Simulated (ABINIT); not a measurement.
**A GW chain in ABINIT: SiO2 (P4_32_12)**

How does a plane-wave GW calculation on SiO2 (P4_32_12) run from the first input to the gap?

Calculated with ABINIT 10.8.3; LDA and many-body steps on it, plane waves.

## 1. The structure

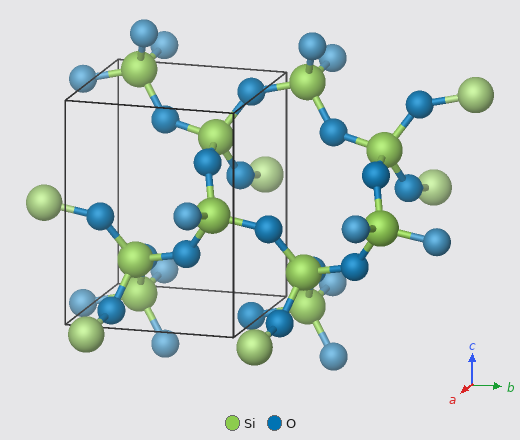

The cell as given, slightly off an axis (silicon green, oxygen blue). 1×2×1 cells are drawn. Some periodic images of atoms are drawn too.

The cell and positions come from the Crystallography Open Database and are kept as given unless a step says otherwise.

## 2. Ground state

This step: ABINIT 10.8.3; DFT, LDA, plane waves, norm-conserving pseudopotentials.

The ground-state density comes first.

Input file run.abi:

```
acell 3*1.0 Angstrom
rprim 
  4.932900000000 0.000000000000 0.000000000000
  0.000000000000 4.932900000000 0.000000000000
  0.000000000000 0.000000000000 6.464500000000
ntypat 2
znucl 14 8
natom 12
typat 1 1 1 1 2 2 2 2 2 2 2 2
xred 
  0.817705000000 0.817705000000 0.500000000000
  0.682295000000 0.317705000000 0.250000000000
  0.182295000000 0.182295000000 0.000000000000
  0.317705000000 0.682295000000 0.750000000000
  0.268340000000 0.364570000000 0.801930000000
  0.135430000000 0.768340000000 0.551930000000
  0.731660000000 0.635430000000 0.301930000000
  0.864570000000 0.231660000000 0.051930000000
  0.768340000000 0.135430000000 0.448070000000
  0.635430000000 0.731660000000 0.698070000000
  0.231660000000 0.864570000000 0.948070000000
  0.364570000000 0.268340000000 0.198070000000
pp_dirpath "pseudos"
pseudos "Si.upf, O.upf"
ecut 36
ngkpt 4 4 4
nshiftk 1
shiftk 0 0 0
kptopt 1
chksymbreak 0
nband 42
occopt 1
tolvrs 1e-08
nstep 60
prtwf 0
optforces 0
optstress 0
indata_prefix "in"
outdata_prefix "out"
tmpdata_prefix "tmp"
```

The run is started by

```sh
OMP_NUM_THREADS=1 mpirun -n 4 abinit run.abi > log
```

Numbers of over 12 decimals in the logs are rounded to 6 here.

The program printed:

```text
.Version 10.8.3 of ABINIT. v10.8.2 released Aug 2026.

 Symmetries : space group P4_3 2_1 2 (# 96); Bravais tP (primitive tetrag.)
================================================================================
 Values of the parameters that define the memory need of the present run
     intxc =       0    ionmov =       0      iscf =       7    lmnmax =       6
     lnmax =       6     mgfft =      72  mpssoang =       3    mqgrid =    3300
     natom =      12  nloc_mem =       1    nspden =       1   nspinor =       1
    nsppol =       1      nsym =       8    n1xccc =    2501    ntypat =       2
    occopt =       1   xclevel =       1
-    mband =          42        mffmem =           1         mkmem =           5
       mpw =       10967          nfft =      209952          nkpt =          18
================================================================================
  Rough estimation (10% accuracy) of disk space for files :
================================================================================

--------------------------------------------------------------------------------
------------- Echo of variables that govern the present computation ------------
--------------------------------------------------------------------------------
 -outvars: echo values of preprocessed input variables --------
            acell      1.8897261259E+00  1.8897261259E+00  1.8897261259E+00 Bohr

      chksymbreak           0
             ecut      3.60000000E+01 Hartree
-          fftalg         312

              ixc       -1012
              kpt      0.00000000E+00  0.00000000E+00  0.00000000E+00
                       2.50000000E-01  0.00000000E+00  0.00000000E+00
                       5.00000000E-01  0.00000000E+00  0.00000000E+00
                       2.50000000E-01  2.50000000E-01  0.00000000E+00
                       5.00000000E-01  2.50000000E-01  0.00000000E+00
                       5.00000000E-01  5.00000000E-01  0.00000000E+00
                       0.00000000E+00  0.00000000E+00  2.50000000E-01
                       2.50000000E-01  0.00000000E+00  2.50000000E-01
                       5.00000000E-01  0.00000000E+00  2.50000000E-01
   [... 7 further rows ...]
                       5.00000000E-01  2.50000000E-01  5.00000000E-01
                       5.00000000E-01  5.00000000E-01  5.00000000E-01
         kptrlatt        4    0    0      0    4    0      0    0    4
          kptrlen      3.72873200E+01
P           mkmem           5
            natom          12
            nband          42
            ngfft          54      54      72
             nkpt          18
            nstep          60
             nsym           8
           ntypat           2
              occ      2.000000  2.000000  2.000000  2.000000  2.000000  2.000000
                       2.000000  2.000000  2.000000  2.000000  2.000000  2.000000
                       2.000000  2.000000  2.000000  2.000000  2.000000  2.000000
                       2.000000  2.000000  2.000000  2.000000  2.000000  2.000000
                       2.000000  2.000000  2.000000  2.000000  2.000000  2.000000
                       2.000000  2.000000  0.000000  0.000000  0.000000  0.000000
                       0.000000  0.000000  0.000000  0.000000  0.000000  0.000000
        optforces           0
        optstress           0
            prtwf           0
            rprim      4.9329000000E+00  0.0000000000E+00  0.0000000000E+00
[...]
spgroup          96

           tolvrs      1.00000000E-08

             xred      8.1770500000E-01  8.1770500000E-01  5.0000000000E-01
[...]
znucl       14.00000    8.00000

================================================================================

 chkinp: Checking input parameters for consistency.

================================================================================
== DATASET  1 ==================================================================
-   mpi_nproc: 4, omp_nthreads: 1 (-1 if OMP is not activated)

--- !DatasetInfo
iteration_state: {dtset: 1, }
dimensions: {natom: 12, nkpt: 18, mband: 42, nsppol: 1, nspinor: 1, nspden: 1, mpw: 10967, }
cutoff_energies: {ecut:  36.0, pawecutdg:  -1.0, }
electrons: {nelect:   6.40000000E+01, charge:   0.00000000E+00, occopt:   1.00000000E+00, tsmear:   1.00000000E-02, }

 Real(R)+Recip(G) space primitive vectors, cartesian coordinates (Bohr,Bohr^-1):
 R(1)=  9.3218300  0.0000000  0.0000000  G(1)=  0.1072751  0.0000000  0.0000000
 R(2)=  0.0000000  9.3218300  0.0000000  G(2)=  0.0000000  0.1072751  0.0000000
 R(3)=  0.0000000  0.0000000 12.2161345  G(3)=  0.0000000  0.0000000  0.0818590
 Unit cell volume ucvol=  1.0615395E+03 bohr^3
 Angles (23,13,12)=  9.00000000E+01  9.00000000E+01  9.00000000E+01 degrees

 getcut: wavevector=  0.0000  0.0000  0.0000  ngfft=  54  54  72
         ecut(hartree)=     36.000   => boxcut(ratio)=   2.14475

--- Pseudopotential description ------------------------------------------------
- Si Generated using ONCVPSP code by D. R. Hamann
- 14.00000   4.00000  180309                  znucl, zion, pspdat
12 -1012 2 -1 1510                            pspcod,pspxc,lmax,lloc,mmax
     nproj     2     2     2
  pspatm : epsatm=    6.67003958
         --- l  ekb(1:nproj) -->
[...]
-  8.00000   6.00000  201201                  znucl, zion, pspdat
12 -1012 2 -1 926                             pspcod,pspxc,lmax,lloc,mmax
     nproj     2     2     1
  pspatm : epsatm=    6.27558587
         --- l  ekb(1:nproj) -->
[...]
2   -1.033686
 pspatm: atomic psp has been read  and splines computed

   4.92063010E+03                                ecore*ucvol(ha*bohr**3)
--------------------------------------------------------------------------------

_setup2: Arith. and geom. avg. npw (full set) are   10951.109   10951.099

================================================================================

--- !BeginCycle
iteration_state: {dtset: 1, }
solver: {iscf: 7, nstep: 60, nline: 4, wfoptalg: 0, }
tolerances: {tolvrs: 1.00E-08, }

     iter   Etot(hartree)      deltaE(h)  residm     vres2
 ETOT  1  -148.88134030942    -1.489E+02 8.997E-02 1.822E+03
 ETOT  2  -149.02430518067    -1.430E-01 1.576E-02 1.604E+03
 ETOT  3  -149.73230658969    -7.080E-01 9.100E-03 1.172E+01
 ETOT  4  -149.73658337673    -4.277E-03 4.152E-03 2.324E-01
 ETOT  5  -149.73660955141    -2.617E-05 1.060E-03 2.045E-02
 ETOT  6  -149.73661235361    -2.802E-06 8.326E-04 8.483E-04
 ETOT  7  -149.73661241670    -6.309E-08 4.898E-04 2.826E-05
 ETOT  8  -149.73661241924    -2.534E-09 1.153E-03 2.036E-07
 ETOT  9  -149.73661241926    -2.640E-11 4.541E-04 1.312E-08
 ETOT 10  -149.73661241926    -1.108E-12 8.140E-04 3.583E-10

 At SCF step   10       vres2   =  3.58E-10 < tolvrs=  1.00E-08 =>converged.

--- !ResultsGS
iteration_state: {dtset: 1, }
comment   : Summary of ground state results
lattice_vectors:
- [  9.3218300,   0.0000000,   0.0000000, ]
- [  0.0000000,   9.3218300,   0.0000000, ]
- [  0.0000000,   0.0000000,  12.2161345, ]
lattice_lengths: [   9.32183,    9.32183,   12.21613, ]
lattice_angles: [ 90.000,  90.000,  90.000, ] # degrees, (23, 13, 12)
lattice_volume:   1.0615395E+03
convergence: {deltae: -1.108E-12, res2:  3.583E-10, residm:  8.140E-04, diffor:  0.000E+00, }
etotal    :  -1.49736612E+02
entropy   :   0.00000000E+00
fermie    :  -3.54191642E-03
cartesian_stress_tensor: null
pressure_GPa: null
xred      :
- [  8.1771E-01,   8.1771E-01,   5.0000E-01, Si]
- [  6.8230E-01,   3.1771E-01,   2.5000E-01, Si]
- [  1.8230E-01,   1.8230E-01,   0.0000E+00, Si]
- [  3.1771E-01,   6.8230E-01,   7.5000E-01, Si]
- [  2.6834E-01,   3.6457E-01,   8.0193E-01,  O]
- [  1.3543E-01,   7.6834E-01,   5.5193E-01,  O]
- [  7.3166E-01,   6.3543E-01,   3.0193E-01,  O]
- [  8.6457E-01,   2.3166E-01,   5.1930E-02,  O]
- [  7.6834E-01,   1.3543E-01,   4.4807E-01,  O]
- [  6.3543E-01,   7.3166E-01,   6.9807E-01,  O]
- [  2.3166E-01,   8.6457E-01,   9.4807E-01,  O]
- [  3.6457E-01,   2.6834E-01,   1.9807E-01,  O]
cartesian_forces: null
force_length_stats: {min: null, max: null, mean: null, }

 Integrated electronic density in atomic spheres:
 ------------------------------------------------
 Atom  Sphere_radius  Integrated_density
[...]
================================================================================

 ----iterations are completed or convergence reached----

 Mean square residual over all n,k,spin=   25.155E-07; max=  81.405E-05
 reduced coordinates (array xred) for   12 atoms
[...]
0.864570000000      0.231660000000      0.051930000000
       0.768340000000      0.135430000000      0.448070000000
       0.635430000000      0.731660000000      0.698070000000
       0.231660000000      0.864570000000      0.948070000000
       0.364570000000      0.268340000000      0.198070000000
 rms dE/dt=  0.0000E+00; max dE/dt=  0.0000E+00; dE/dt below (all hartree)
    1       0.000000000000      0.000000000000      0.000000000000
    2       0.000000000000      0.000000000000      0.000000000000
    3       0.000000000000      0.000000000000      0.000000000000
    4       0.000000000000      0.000000000000      0.000000000000
    5       0.000000000000      0.000000000000      0.000000000000
    6       0.000000000000      0.000000000000      0.000000000000
    7       0.000000000000      0.000000000000      0.000000000000
    8       0.000000000000      0.000000000000      0.000000000000
    9       0.000000000000      0.000000000000      0.000000000000
   10       0.000000000000      0.000000000000      0.000000000000
[...]
cartesian coordinates (angstrom) at end:
[...]
8      4.264837     1.142756     0.335701
    9      3.790144     0.668063     2.896549
   10      3.134513     3.609206     4.512674
   11      1.142756     4.264837     6.128799
   12      1.798387     1.323694     1.280424
 length scales=  1.889726125908  1.889726125908  1.889726125908 bohr
              =  1.000000000000  1.000000000000  1.000000000000 angstroms
 prteigrs : about to open file out_EIG
 Fermi (or HOMO) energy (hartree) =  -0.00354   Average Vxc (hartree)=  -0.34948
 Eigenvalues (hartree) for nkpt=  18  k points:
 kpt#   1, nband= 42, wtk=  0.01563, kpt=  0.0000  0.0000  0.0000 (reduced coord)
  -0.70966   -0.67250   -0.67250   -0.62835   -0.62817   -0.62817   -0.62763   -0.62700
  -0.34604   -0.26879   -0.26879   -0.21719   -0.21324   -0.21324   -0.19372   -0.18730
  -0.11787   -0.11714   -0.11714   -0.09417   -0.08699   -0.07092   -0.06541   -0.06541
  -0.06464   -0.06107   -0.05269   -0.05269   -0.03468   -0.02083   -0.02083   -0.00354
   0.19938    0.31004    0.31004    0.33221    0.34087    0.34087    0.37941    0.38283
   0.40071    0.40071
 prteigrs : prtvol=0 or 1, do not print more k-points.

--- !EnergyTerms
iteration_state     : {dtset: 1, }
comment             : Components of total free energy in Hartree
kinetic             :  9.75878072599016E+01
hartree             :  5.33058684813679E+01
xc                  : -3.98636108166045E+01
Ewald energy        : -8.94593359474491E+01
psp_core            :  4.63537158140182E+00
local_psp           : -1.55661248899676E+02
non_local_psp       : -2.02814640782055E+01
total_energy        : -1.49736612419264E+02
total_energy_eV     : -4.07454079570535E+03
band_energy         : -1.63387279242564E+01

== END DATASET(S) ==============================================================
================================================================================

 -outvars: echo values of variables after computation  --------
           etotal     -1.4973661242E+02
            nband          42
             nkpt          18
          spgroup          96
 [... the other variables as echoed above ...]

 Calculation completed.
```

The job ended after 87 s (4 MPI ranks of Arm Neoverse V2, shared host; peak memory 0.55 GiB).

This step gave:

| Quantity | Value |
| --- | --- |
| total energy | -4074.5408 eV |
| gap | 5.522 eV |
| k of the valence top | 0, 0, 0 |
| k of the conduction bottom | 0, 0, 0 |
| least direct gap | 5.522 eV |

The gap is direct, at Γ.

[end of part 1 of 3]

[Paths, hosts, dates, memory and timing lines, banners, echoed tables and standing remarks are left out of the program output.]

[Logs are printed without paths, hosts, clocks, repeated set-up lines and the standing remarks that a program may print on its own settings, such as how far it seeks lower states.]

[Runs of the session that timed out or met a known fault of the program may be left out.]

[Hosts, paths, dates, database ids (printed as entryN), source tags and the programs' standing remarks are cut or masked in the printed files.]

[G0W0 gaps are taken among the corrected bands and points alone; a level outside them can change the order at an edge.]

[Where Ansatz stands beside ABINIT at settings called matched, ABINIT's density can come from a denser mesh and the files from another edition; pairs whose starting gaps differed by over 0.03 eV were left out, so agreement reads better than it is.]
